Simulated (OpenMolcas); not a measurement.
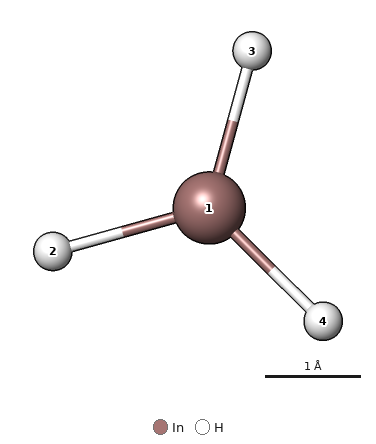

**Figure 1.** The structure (ball-and-stick view, seen on its broad side; atoms are numbered from 1 in the order of the input). Sticks mark near contacts. Bond lengths as drawn: H–In 1.72 Å.

# Run report: InH$_{3}$, excited-state calculation (part 1 of 3)

- system: InH$_{3}$, SMILES [H][In]([H])[H]
- method: MC-PDFT (ftBLYP)/ANO-RCC-VDZP, DKH2 (OpenMolcas 26.06)

The geometry comes from this level: GFN2-xTB.

Input file:
```
>>> EXPORT MOLCAS_PRINT=2

&gateway
  xbas
  In.ANO-RCC-VDZP
  H.ANO-RCC-VDZP
  End of Basis
  zmat
  In1
  H2 1 1.71856
  H3 1 1.718778 2 119.97745
  H4 1 1.718048 2 120.12799 3 -179.91513
  End of ZMAT

&seward
  relativistic = R02E00
  gridinput
  Grid=UltraFine
  End of Grid

&rasscf
  fileorb = $CurrDir/step2.RasOrb
  spin = 1
  nactel = 6 0 0
  inactive = 23
  ras2 = 6
  ciroot = 4 4 1
  orblisting = Nothing
  xmsi

&mcpdft
  ksdft = FT:BLYP
  mspdft
```

Run on 1 thread of Arm Neoverse V1, 24 GiB of memory available, shared host.

Launched with:
```bash
export MOLCAS_MEM=1860
pymolcas step12.input > step12.log
```

Output:
```
--- Start Module: gateway ---

                                              &GATEWAY

                       available to each process: 1.9 GB of memory, 1 thread

++    Symmetry information:
      ---------------------

                    Character Table for C1

                             E
                    a        1  x, y, xy, Rz, z, xz, Ry, yz, Rx, I
--

++    Basis set information:
      ----------------------

      Basis set label: IN.ANO-RCC...6S5P3D1F.

      Electronic valence basis set:
      ------------------
      Associated Effective Charge  49.000000 au
      Associated Actual Charge     49.000000 au
      Nuclear Model: Point charge

      Shell  nPrim  nBasis  Cartesian Spherical Contaminant
         s      22       6        X
         p      19       5        X
         d      13       3                 X
         f       5       1                 X

      Basis set label: H.ANO-RCC...2S1P.

      Electronic valence basis set:
      ------------------
      Associated Effective Charge   1.000000 au
      Associated Actual Charge      1.000000 au
      Nuclear Model: Point charge

      Shell  nPrim  nBasis  Cartesian Spherical Contaminant
         s       8       2        X
         p       4       1        X
--

++    Molecular structure info:
      -------------------------

                    ************************************************
                    **** Cartesian Coordinates / bohr, angstrom ****
                    ************************************************

     Center  Label                x              y              z                     x              y              z
        1      IN1              0.000000       0.000000       0.000000              0.000000       0.000000       0.000000
        2      H2               0.000000       0.000000       3.247608              0.000000       0.000000       1.718560
        3      H3               2.813507       0.000000      -1.622903              1.488844       0.000000      -0.858803
        4      H4              -2.808037       0.004159      -1.629597             -1.485949       0.002201      -0.862346

                    ***************************************
                    *    InterNuclear Distances / bohr    *
                    ***************************************

               1 IN1           2 H2            3 H3            4 H4
    1 IN1      0.000000
    2 H2       3.247608        0.000000
    3 H3       3.248020        5.624739        0.000000
    4 H4       3.246640        5.627807        5.621549        0.000000

                    *******************************************
                    *    InterNuclear Distances / angstrom    *
                    *******************************************

               1 IN1           2 H2            3 H3            4 H4
    1 IN1      0.000000
    2 H2       1.718560        0.000000
    3 H3       1.718778        2.976484        0.000000
    4 H4       1.718048        2.978107        2.974795        0.000000
--

            Nuclear Potential Energy             45.80003215 au

--- Stop Module: gateway /rc=_RC_ALL_IS_WELL_ ---

--- Start Module: seward ---

                                              &SEWARD

                       available to each process: 1.9 GB of memory, 1 thread

               SEWARD will generate:
                  Multipole Moment integrals up to order  2
                  Kinetic Energy integrals
                  Nuclear Attraction integrals (point charge)
                  One-Electron Hamiltonian integrals
                  Velocity integrals
                  Relativistic Douglas-Kroll-Hess integrals:
                    - Parametrization         : EXP
                    - DKH order of Hamiltonian: 2
                    - DKH order of Properties : 0
                         - multipole moment operators
                         - electric potential operators
                         - contact operators
                  Orbital angular momentum around (  0.0000   0.0000  -0.0000 )
                  Velocity quadrupole around (  0.0000   0.0000  -0.0000 )
                  Atomic mean-field integrals
                  Two-Electron Repulsion integrals

                   Integrals are discarded if absolute value <: 1.00E-14
                   Integral cutoff threshold is set to       <: 1.00E-16

            Nuclear Potential Energy             45.80003215 au

      Basis set specifications :
      Symmetry species         a
      Basis functions           58

--- Stop Module: seward /rc=_RC_ALL_IS_WELL_ ---
--- Module seward spent 3 seconds ---

--- Start Module: rasscf ---

                                              &RASSCF

                       available to each process: 1.9 GB of memory, 1 thread

      Header of the ONEINT file:
      --------------------------

      OrdInt status: non-squared

      Cartesian coordinates in angstrom:
      -----------------------------------------------------
      No.  Label        X            Y            Z
      -----------------------------------------------------
       1   IN1        0.00000000   0.00000000   0.00000000
       2   H2         0.00000000   0.00000000   1.71856000
       3   H3         1.48884353   0.00000000  -0.85880310
       4   H4        -1.48594894   0.00220108  -0.86234553
      -----------------------------------------------------
      Nuclear repulsion energy =   45.80003215

++    Wave function specifications:
      -----------------------------

      Number of closed shell electrons          46
      Number of electrons in active shells       6
      Max number of holes in RAS1 space          0
      Max nr of electrons in RAS3 space          0
      Number of inactive orbitals               23
      Number of active orbitals                  6
      Number of secondary orbitals              29
      Spin quantum number                      0.0
      State symmetry                             1
--

++    Orbital specifications:
      -----------------------

      Symmetry species                           1
                                                 a
      Frozen orbitals                            0
      Inactive orbitals                         23
      Active orbitals                            6
      RAS1 orbitals                              0
      RAS2 orbitals                              6
      RAS3 orbitals                              0
      Secondary orbitals                        29
      Deleted orbitals                           0
      Number of basis functions                 58
--

++    CI expansion specifications:
      ----------------------------

      Number of CSFs                           175
      Number of spin combinations              210
      Number of determinants                   400
      Number of root(s) required                 4
      Root chosen for geometry opt.              4
      CI roots used                              1     2     3     4
      weights                                0.250 0.250 0.250 0.250
      highest root included in the CI            4
      max. size of the explicit Hamiltonian    175
--

++    Optimization specifications:
      ----------------------------

      RASSCF algorithm: Conventional
      Maximum number of macro iterations       200
      Maximum number of SX iterations          100
      Threshold for RASSCF energy            1.000E-08
      Threshold for max MO rotation          1.000E-01
      Threshold for max BLB element          1.000E-04
      Level shift parameter                  5.000E-01
      Make Quasi-Newton update
--

      The MO-coefficients are taken from the file:
      step2.RasOrb
      Title: RASSCF average (pseudo-natural) orbitals

      Total molecular charge    0.00

      ************************************************************************************************************************
      *                                            Wave function control section                                             *
      ************************************************************************************************************************

                                         RASSCF iterations: Energy and convergence statistics
                                         ----------------------------------------------------

          iter iter root      energy       change     param      element    value   shift minimum  type update hh:mm:ss
 Nr of preliminary CI iterations:   1
      Total energies have been shifted. Add                -5000.00 au
        1   1    2    0  -878.61653746    0.00E+00  -6.49E-06   19  55 1 -1.40E-06   0.19   0.00    SX    NO    0:00:00
        2   1    2    0  -878.61653746   -8.28E-11   3.37E-06   26  35 1  5.66E-07   0.19   0.00    SX    NO    0:00:00
        3   1    2    0  -878.61653746    2.00E-11  -1.73E-06   26  35 1  2.64E-07   0.19   0.00    SX    NO    0:00:00
        4   1    2    0  -878.61653746    0.00E+00  -9.22E-07   26  35 1  1.73E-07   0.19   0.00    SX    NO    0:00:00
      Convergence after  4 iterations
        5   1    2    0  -878.61653746    0.00E+00  -9.22E-07   26  35 1  8.16E-08   0.19   0.00    SX    NO    0:00:00

 =======================================================================

           Do_Rotate.txt is found in scratch directory.
           Following properties are for XMS intermediate states.

 =======================================================================

      ************************************************************************************************************************
                                                      Wave function printout:
                       occupation of active orbitals, and spin coupling of open shells (u,d: Spin up or down)
      ************************************************************************************************************************

      Note: transformation to natural orbitals
      has been made, which may change the order of the CSFs.

      printout of CI-coefficients larger than  0.05 for root  1
      energy=   -5878.800939
      conf/sym  111111     Coeff  Weight
             1  222000  -0.98220 0.96472
            13  220020   0.08769 0.00769
            16  220002   0.05830 0.00340
            21  2ud0ud   0.10597 0.01123
            31  202020   0.06145 0.00378

      printout of CI-coefficients larger than  0.05 for root  2
      energy=   -5878.622609
      conf/sym  111111     Coeff  Weight
             2  22ud00  -0.95479 0.91163
            14  220u0d  -0.12559 0.01577
            18  2udud0  -0.18999 0.03610
            24  u2dud0  -0.06619 0.00438
            32  202u0d  -0.07288 0.00531
            47  2uudd0   0.06529 0.00426
            50  u2udd0   0.06959 0.00484
            59  2u0dud   0.06462 0.00418
            73  20ud20   0.08522 0.00726

      printout of CI-coefficients larger than  0.05 for root  3
      energy=   -5878.615433
      conf/sym  111111     Coeff  Weight
             5  2u2d00   0.86104 0.74139
             8  u22d00  -0.43845 0.19224
            12  220ud0   0.09365 0.00877
            20  2udu0d   0.06302 0.00397
            36  ud2ud0   0.09454 0.00894
            42  022ud0  -0.05696 0.00324
            48  2uud0d   0.06538 0.00427
            51  u2ud0d  -0.06186 0.00383
            53  uu2dd0  -0.07315 0.00535
            57  2u0d20   0.07538 0.00568
            62  2u0d02   0.05071 0.00257
            75  20udud   0.06325 0.00400
            99  uuddud  -0.07529 0.00567

      printout of CI-coefficients larger than  0.05 for root  4
      energy=   -5878.427168
      conf/sym  111111     Coeff  Weight
             5  2u2d00  -0.41537 0.17253
             8  u22d00  -0.85571 0.73224
            12  220ud0  -0.17487 0.03058
            20  2udu0d  -0.17115 0.02929
            30  202ud0  -0.10663 0.01137
            65  u20d20  -0.06129 0.00376
            70  u20d02  -0.05086 0.00259
            83  ududud  -0.05534 0.00306
            99  uuddud  -0.05768 0.00333

      Natural orbitals and occupation numbers for root  1
      sym 1:   1.996931   1.974196   1.964146   0.004163   0.037695   0.022868

      Natural orbitals and occupation numbers for root  2
      sym 1:   1.995228   1.916099   1.004846   1.000000   0.072323   0.011504

      Natural orbitals and occupation numbers for root  3
      sym 1:   1.964047   1.010061   1.937157   0.999997   0.057644   0.031095

      Natural orbitals and occupation numbers for root  4
      sym 1:   1.069351   1.938179   1.881105   1.000000   0.062497   0.048869
```
